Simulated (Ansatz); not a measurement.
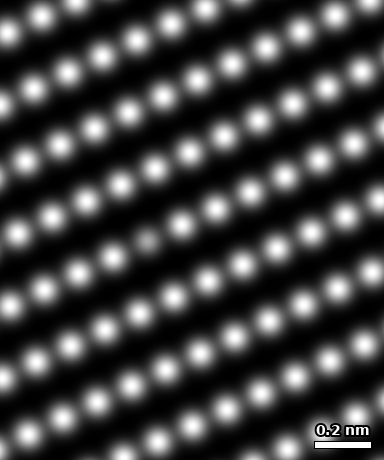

Z-contrast image of Pt (Fm-3m, No. 225) along [211]. Simulated incoherent Z contrast: every atom adds Z^1.6 spread by a probe of 0.86 Å full width; channelling and multiple scattering are left out. The probe carries 15 % of its weight in a tail 2.5 times as wide.

The sample is 3 repeats (14.4 Å) thick. One point defect was put into the perfect crystal, without relaxing the atoms around it. Brightness is counted from the darkest point of the image. Host structure: the input geometry of a calculation.

**Where is the defect (in Å from the left and the top edge), and what does its contrast suggest?**

At about 5 Å from the left and 9 Å from the top. The column is dimmer, which points to a vacancy or a lighter atom. The column holds 3 atoms (Pt) through the sample, and one Pt atom is missing, so its peak drops to about 65 % of that of its equals.
